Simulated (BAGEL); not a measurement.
# C2H2ClGa (SMILES C#[C][GaH][Cl]) at 5 levels

We compute a comparison of 5 runs (HF/STO-3G, B3LYP/6-31G*, B3LYP/cc-pVDZ, PBE0/cc-pVDZ, RI-MP2/cc-pVDZ) of C2H2ClGa. 

Program for the calculation: BAGEL 1.2.2.

5 further runs of the same task are left out: 3 that didn't finish, 2 set aside as unsound or not needed. Runs told in other sessions of the task aren't counted.

**1. Starting point**

The species is C2H2ClGa (6 atoms), meant as a singlet with charge 0. SMILES: `C#[C][GaH][Cl]`. The shape is that of a PBE0-D4/def2-TZVP optimisation.

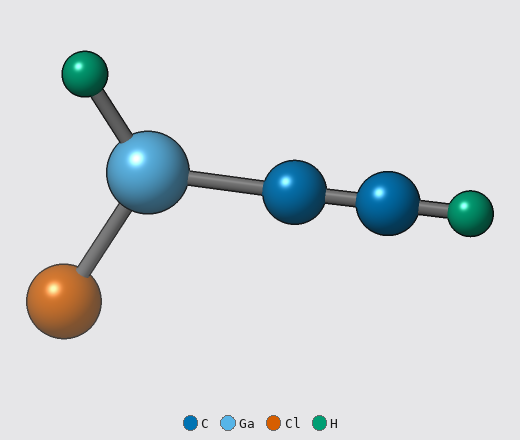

The structure, seen from a chosen angle (carbon blue, gallium blue, chlorine orange, hydrogen teal).

**2. A single-point energy at HF/STO-3G (density fitting with qzvpp-jkfit) (run 1)**

The input, calc.json:

```json
{ "bagel" : [

{
  "title" : "molecule",
  "basis" : "sto-3g",
  "df_basis" : "qzvpp-jkfit",
  "angstrom" : "true",
  "geometry" : [
    { "atom" : "C", "xyz" : [    0.577800,    1.057900,   -1.454500 ] },
    { "atom" : "C", "xyz" : [    0.247000,    0.412500,   -0.488700 ] },
    { "atom" : "Ga", "xyz" : [   -0.252900,   -0.587200,    1.048000 ] },
    { "atom" : "Cl", "xyz" : [   -1.745400,   -2.085600,    0.724100 ] },
    { "atom" : "H", "xyz" : [    0.867100,    1.625700,   -2.309900 ] },
    { "atom" : "H", "xyz" : [    0.306500,   -0.423300,    2.481100 ] }
  ]
},
{
  "title" : "hf"
},
{
  "title" : "print",
  "file" : "orbitals.molden",
  "orbitals" : "true"
}

]}
```

On the command line:

```bash
BAGEL_NUM_THREADS=1 BAGEL calc.json > calc.out
```

What it wrote:

```text
* using 1 threads per process

  ===============================================================
  ===============================================================

  *** Geometry ***

  { "atom" : "C", "xyz" : [      1.091884,      1.999141,     -2.748607 ] },
  { "atom" : "C", "xyz" : [      0.466762,      0.779512,     -0.923509 ] },
  { "atom" : "Ga", "xyz" : [     -0.477912,     -1.109647,      1.980433 ] },
  { "atom" : "Cl", "xyz" : [     -3.298328,     -3.941213,      1.368351 ] },
  { "atom" : "H", "xyz" : [      1.638582,      3.072128,     -4.365078 ] },
  { "atom" : "H", "xyz" : [      0.579201,     -0.799921,      4.688599 ] },

  Number of auxiliary basis functions:      580

  Since a DF basis is specified, we compute 2- and 3-index integrals:
    o Being stored without compression. Storage requirement is 0.007 GB

  Number of basis functions:       39
  Number of electrons      :       62

    * METHOD: MOLECULE                             0.21

  *** RHF ***

  === Nuclear Repulsion ===
   282.7125897535

      * DIIS with orbital gradients will be used.

  === RHF iteration (sto-3g) ===
      0      -2431.37157012          0.00724681           0.04
      1      -2431.42185419          0.00166929           0.04
      2      -2431.42502510          0.00057280           0.03
      3      -2431.42537420          0.00023390           0.03
      4      -2431.42542696          0.00015574           0.04
      5      -2431.42545987          0.00007493           0.03
      6      -2431.42547553          0.00002997           0.04
      7      -2431.42547802          0.00001532           0.03
      8      -2431.42547881          0.00000710           0.03
      9      -2431.42547898          0.00000277           0.04
     10      -2431.42547900          0.00000123           0.04
     11      -2431.42547900          0.00000066           0.03
     12      -2431.42547900          0.00000028           0.04
     13      -2431.42547900          0.00000012           0.03
     14      -2431.42547900          0.00000004           0.03
     15      -2431.42547900          0.00000002           0.04
     16      -2431.42547900          0.00000001           0.03
    * SCF iteration converged.

    * Permanent dipole moment:
           (   -0.705362,    -0.716893,    -0.124537) a.u.

    * METHOD: HF                                   0.70

    * METHOD: PRINT                                0.00

  ===============================================================
```

Run time: 1.1 s. Hardware: 1 thread of Intel Xeon 6975P-C (Granite Rapids), shared host.

**3. A single-point energy at B3LYP/6-31G(d) (density fitting with qzvpp-jkfit, spherical functions) (run 2)**

The input, job.json:

```json
{ "bagel": [

{
  "title": "molecule",
  "basis": "6-31gs.json",
  "df_basis": "qzvpp-jkfit",
  "angstrom": true,
  "geometry": [
    { "atom": "C", "xyz": [    0.577800,    1.057900,   -1.454500 ] },
    { "atom": "C", "xyz": [    0.247000,    0.412500,   -0.488700 ] },
    { "atom": "Ga", "xyz": [   -0.252900,   -0.587200,    1.048000 ] },
    { "atom": "Cl", "xyz": [   -1.745400,   -2.085600,    0.724100 ] },
    { "atom": "H", "xyz": [    0.867100,    1.625700,   -2.309900 ] },
    { "atom": "H", "xyz": [    0.306500,   -0.423300,    2.481100 ] }
  ]
},
{ "title": "ks", "xc_func": "b3lyp" },
{ "title": "print", "file": "orbitals.molden", "orbitals": true }

]}
```

The basis set 6-31G* is read from a file made from the Basis Set Exchange's data (not shown).

On the command line:

```bash
BAGEL_NUM_THREADS=1 BAGEL job.json > job.out
```

What it wrote:

```text
* using 1 threads per process

  ===============================================================
  ===============================================================

  *** Geometry ***

  { "atom" : "C", "xyz" : [      1.091884,      1.999141,     -2.748607 ] },
  { "atom" : "C", "xyz" : [      0.466762,      0.779512,     -0.923509 ] },
  { "atom" : "Ga", "xyz" : [     -0.477912,     -1.109647,      1.980433 ] },
  { "atom" : "Cl", "xyz" : [     -3.298328,     -3.941213,      1.368351 ] },
  { "atom" : "H", "xyz" : [      1.638582,      3.072128,     -4.365078 ] },
  { "atom" : "H", "xyz" : [      0.579201,     -0.799921,      4.688599 ] },

  Number of auxiliary basis functions:      580

  Since a DF basis is specified, we compute 2- and 3-index integrals:
    o Being stored without compression. Storage requirement is 0.031 GB

  Number of basis functions:       82
  Number of electrons      :       62

    * METHOD: MOLECULE                             0.30

  *** Kohn-Sham DFT ***

    * Removing 9192 points whose weight is below 1.00e-10
    * Grid points: 80244

  === Nuclear Repulsion ===
   282.7125897535

       - DIIS with orbital gradients will be used.

  === KS iteration (b3lyp / 6-31gs.json) ===
      0      -2378.70710588          0.10948614           0.40
      1      -2086.37390089          0.21645693           0.34
      2      -2302.29883531          0.10265264           0.34
      3      -2348.22276400          0.20915849           0.34
      4      -2352.52337068          0.17361136           0.35
      5      -2353.69503470          0.17062514           0.37
      6      -2352.98065531          0.17240390           0.38
      7      -2352.38957748          0.17251245           0.34
      8      -2377.23118251          0.12307354           0.34
      9      -2354.43451583          0.21075798           0.33
[... 23 lines of this table left out ...]
     33      -2462.21246600          0.00000012           0.35
     34      -2462.21246600          0.00000004           0.33
     35      -2462.21246600          0.00000002           0.32
     36      -2462.21246600          0.00000001           0.34
    * SCF iteration converged.

    * Permanent dipole moment:
           (   -0.606327,    -0.681273,     0.108111) a.u.

    * METHOD: KS                                  12.93

    * METHOD: PRINT                                0.01

  ===============================================================
```

Wall time 14 s (1 thread of Intel Xeon 6975P-C (Granite Rapids), shared host); peak memory 0.37 GiB.

**4. A single-point energy at B3LYP/cc-pVDZ (density fitting with qzvpp-jkfit) (run 3)**

The input, calc.json:

```json
{ "bagel": [

{
  "title": "molecule",
  "basis": "cc-pvdz.json",
  "df_basis": "qzvpp-jkfit",
  "angstrom": true,
  "geometry": [
    { "atom": "C", "xyz": [       0.577800,       1.057900,      -1.454500 ] },
    { "atom": "C", "xyz": [       0.247000,       0.412500,      -0.488700 ] },
    { "atom": "Ga", "xyz": [      -0.252900,      -0.587200,       1.048000 ] },
    { "atom": "Cl", "xyz": [      -1.745400,      -2.085600,       0.724100 ] },
    { "atom": "H", "xyz": [       0.867100,       1.625700,      -2.309900 ] },
    { "atom": "H", "xyz": [       0.306500,      -0.423300,       2.481100 ] }
  ]
},

{
  "title": "ks",
  "xc_func": "b3lyp",
  "charge": 0
},

{
  "title": "print",
  "file": "orbitals.molden",
  "orbitals": true
}

]}
```

The basis set cc-pVDZ is read from a file made from the Basis Set Exchange's data (not shown).

On the command line:

```bash
BAGEL_NUM_THREADS=1 BAGEL calc.json > calc.out
```

What it wrote:

```text
* using 1 threads per process

  ===============================================================
  ===============================================================

  *** Geometry ***

  { "atom" : "C", "xyz" : [      1.091884,      1.999141,     -2.748607 ] },
  { "atom" : "C", "xyz" : [      0.466762,      0.779512,     -0.923509 ] },
  { "atom" : "Ga", "xyz" : [     -0.477912,     -1.109647,      1.980433 ] },
  { "atom" : "Cl", "xyz" : [     -3.298328,     -3.941213,      1.368351 ] },
  { "atom" : "H", "xyz" : [      1.638582,      3.072128,     -4.365078 ] },
  { "atom" : "H", "xyz" : [      0.579201,     -0.799921,      4.688599 ] },

  Number of auxiliary basis functions:      580

  Since a DF basis is specified, we compute 2- and 3-index integrals:
    o Being stored without compression. Storage requirement is 0.032 GB

  Number of basis functions:       83
  Number of electrons      :       62

    * METHOD: MOLECULE                             0.27

  *** Kohn-Sham DFT ***

    * Removing 9192 points whose weight is below 1.00e-10
    * Grid points: 80244

  === Nuclear Repulsion ===
   282.7125897535

       - DIIS with orbital gradients will be used.

  === KS iteration (b3lyp / cc-pvdz.json) ===
      0      -2433.48811904          0.07867007           0.40
      1      -2283.97508301          0.21451000           0.33
      2      -2386.18981963          0.08380873           0.34
      3      -2293.67146660          0.17093555           0.34
      4      -2417.82433273          0.09303412           0.34
      5      -2449.48419604          0.08222385           0.39
      6      -2446.35929157          0.09396328           0.33
      7      -2447.91314841          0.11220226           0.33
      8      -2405.97668814          0.07935825           0.33
      9      -2442.54257208          0.08399615           0.33
[... 17 lines of this table left out ...]
     27      -2462.49028683          0.00000054           0.35
     28      -2462.49028683          0.00000005           0.34
     29      -2462.49028683          0.00000001           0.35
     30      -2462.49028683          0.00000001           0.34
    * SCF iteration converged.

    * Permanent dipole moment:
           (   -0.551893,    -0.608072,     0.058501) a.u.

    * METHOD: KS                                  11.20

    * METHOD: PRINT                                0.01

  ===============================================================
```

Wall time 12 s (1 thread of Intel Xeon 6975P-C (Granite Rapids), shared host); peak memory 0.38 GiB.

Run 4 isn't shown in full; the table further down has it.

**5. The energy at RI-MP2/cc-pVDZ (density fitting with qzvpp-jkfit) (run 5)**

The input, input.json:

```json
{ "bagel": [

{
  "title": "molecule",
  "basis": "cc-pvdz.json",
  "df_basis": "qzvpp-jkfit",
  "angstrom": true,
  "geometry": [
    { "atom": "C", "xyz": [    0.577800,    1.057900,   -1.454500 ] },
    { "atom": "C", "xyz": [    0.247000,    0.412500,   -0.488700 ] },
    { "atom": "Ga", "xyz": [   -0.252900,   -0.587200,    1.048000 ] },
    { "atom": "Cl", "xyz": [   -1.745400,   -2.085600,    0.724100 ] },
    { "atom": "H", "xyz": [    0.867100,    1.625700,   -2.309900 ] },
    { "atom": "H", "xyz": [    0.306500,   -0.423300,    2.481100 ] }
  ]
},
{
  "title": "hf"
},
{
  "title": "mp2",
  "ncore": 16
}

]}
```

The basis set cc-pVDZ is read from a file made from the Basis Set Exchange's data (not shown).

On the command line:

```bash
BAGEL_NUM_THREADS=1 BAGEL input.json > input.out
```

What it wrote:

```text
* using 1 threads per process

  ===============================================================
  ===============================================================

  *** Geometry ***

  { "atom" : "C", "xyz" : [      1.091884,      1.999141,     -2.748607 ] },
  { "atom" : "C", "xyz" : [      0.466762,      0.779512,     -0.923509 ] },
  { "atom" : "Ga", "xyz" : [     -0.477912,     -1.109647,      1.980433 ] },
  { "atom" : "Cl", "xyz" : [     -3.298328,     -3.941213,      1.368351 ] },
  { "atom" : "H", "xyz" : [      1.638582,      3.072128,     -4.365078 ] },
  { "atom" : "H", "xyz" : [      0.579201,     -0.799921,      4.688599 ] },

  Number of auxiliary basis functions:      580

  Since a DF basis is specified, we compute 2- and 3-index integrals:
    o Being stored without compression. Storage requirement is 0.032 GB

  Number of basis functions:       83
  Number of electrons      :       62

    * METHOD: MOLECULE                             0.28

  *** RHF ***

  === Nuclear Repulsion ===
   282.7125897535

      * DIIS with orbital gradients will be used.

  === RHF iteration (cc-pvdz.json) ===
      0      -2459.51614708          0.01128785           0.09
      1      -2459.61072094          0.00446074           0.09
      2      -2459.62333204          0.00101704           0.09
      3      -2459.62422196          0.00019866           0.09
      4      -2459.62424435          0.00008435           0.09
      5      -2459.62425033          0.00003732           0.09
      6      -2459.62425246          0.00002018           0.09
      7      -2459.62425334          0.00000716           0.09
      8      -2459.62425346          0.00000160           0.09
      9      -2459.62425347          0.00000050           0.09
     10      -2459.62425347          0.00000017           0.09
     11      -2459.62425347          0.00000004           0.09
     12      -2459.62425347          0.00000002           0.09
     13      -2459.62425347          0.00000001           0.08
    * SCF iteration converged.

    * Permanent dipole moment:
           (   -0.652739,    -0.715860,     0.057927) a.u.

    * METHOD: HF                                   1.47

  *** RHF ***

  === Nuclear Repulsion ===
   282.7125897535

      * DIIS with orbital gradients will be used.

  === RHF iteration (cc-pvdz.json) ===
      0      -2459.62425347          0.00000001           0.09
    * SCF iteration converged.

    * Permanent dipole moment:
           (   -0.652739,    -0.715859,     0.057927) a.u.

  === DF-MP2 calculation ===

    * freezing 16 orbitals
    * 3-index integral transformation done
    * assembly done

      MP2 correlation energy:   -0.4594677116      0.04

      MP2 total energy:       -2460.0837211774

    * METHOD: MP2                                  0.23

  ===============================================================
```

Wall time 2.2 s (1 thread of Intel Xeon 6975P-C (Granite Rapids), shared host).

**6. All runs side by side**

| run | level | frozen core orbitals | energy (Eh) | dipole moment (D) | HOMO energy (eV) | LUMO energy (eV) | wall time |
| --- | --- | --- | --- | --- | --- | --- | --- |
| 1 | HF/STO-3G (density fitting with qzvpp-jkfit) | – | -2431.425479 | 2.58 | -8.40 | 3.64 | 1.1 s |
| 2 | B3LYP/6-31G* (density fitting with qzvpp-jkfit, spherical functions) | – | -2462.212466 | 2.33 | -8.00 | -2.15 | 14 s |
| 3 | B3LYP/cc-pVDZ (density fitting with qzvpp-jkfit) | – | -2462.490287 | 2.09 | -8.08 | -2.14 | 12 s |
| 4 | PBE0/cc-pVDZ (density fitting with qzvpp-jkfit) | – | -2461.923920 | 2.17 | -8.38 | -1.93 | 12 s |
| 5 | RI-MP2/cc-pVDZ (density fitting with qzvpp-jkfit) | 16 | -2460.083721 | – | – | – | 2.2 s |

**7. Summary of results**

```
                                           quantity           value
                                run 5: total energy  -2460.08372 Eh
run 5: correlation energy (16 core orbitals frozen)      -459.5 mEh
```

**Reading.** Over runs 1, 2, 3, 4 the dipole moment (its size) runs from 2.09 D (B3LYP/cc-pVDZ) to 2.58 D (HF/STO-3G). The two ends differ in method and basis. Over runs 1, 2, 3, 4 the HOMO–LUMO gap runs from 5.85 eV (B3LYP/6-31G*) to 12.04 eV (HF/STO-3G). Totals of different functionals can't be ranked against each other. In run 1 the basis is minimal, so the values are rough. All runs together took 40 s, the longest 14 s.
